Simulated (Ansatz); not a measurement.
# C2H2S: the cost of one run

Computed with Ansatz 0.2.0 (the levels named in each step, unless a step's input says otherwise).

## (1) The starting structure

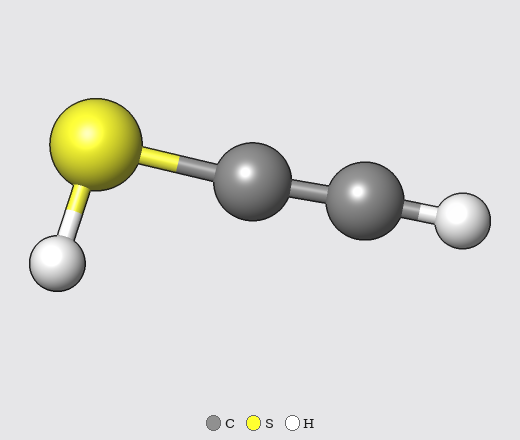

Start, viewed from a chosen angle; carbon grey, sulfur yellow, hydrogen white.

Coordinates:

```xyz
5

C    -1.8387    0.2459   -0.2989
C    -0.6635    0.1108   -0.0984
S     0.9892   -0.1769    0.1391
H    -2.8648    0.3933   -0.4572
H     1.2115    0.9825    0.7668
```

## (2) A rough first relaxation, PBE-D4/def2-SVP

This run stands in another session on the same molecule. It ended at:

```xyz
5

C    -1.8629    0.2506   -0.3009
C    -0.6609    0.1250   -0.0888
S     0.9905   -0.1789    0.1371
H    -2.9213    0.3718   -0.4824
H     1.2883    0.9871    0.7865
```

## (3) Relaxation, HF/STO-3G

File input.yaml:

```yaml
crystal:
  periodic: [false, false, false]
  atoms:
    - { symbol: C, position_ang: [-1.86286009, 0.25064385, -0.30091721] }
    - { symbol: C, position_ang: [-0.66086412, 0.12497902, -0.08883763] }
    - { symbol: S, position_ang: [0.99047706, -0.17892623, 0.13708712] }
    - { symbol: H, position_ang: [-2.92126575, 0.37180541, -0.48239705] }
    - { symbol: H, position_ang: [1.2882529, 0.98709795, 0.78650477] }
basis:
  gaussian: { orbitals: STO-3G }
hamiltonian:
  xc: hf
relax:
  f_tol: 0.002
  max_steps: 150
```

Command:

```
$ ansatz run input.yaml --threads 2 --pin off --max-ram 5120MiB --backend cpu --events-out ev --progress --plain --runs-dir out
```

Q: Estimate wall time and peak memory on 2 threads of Intel Xeon Platinum 8375C at 2.90GHz (Ice Lake), shared host.

About 1.4 s, with a peak of 0.1 GiB.
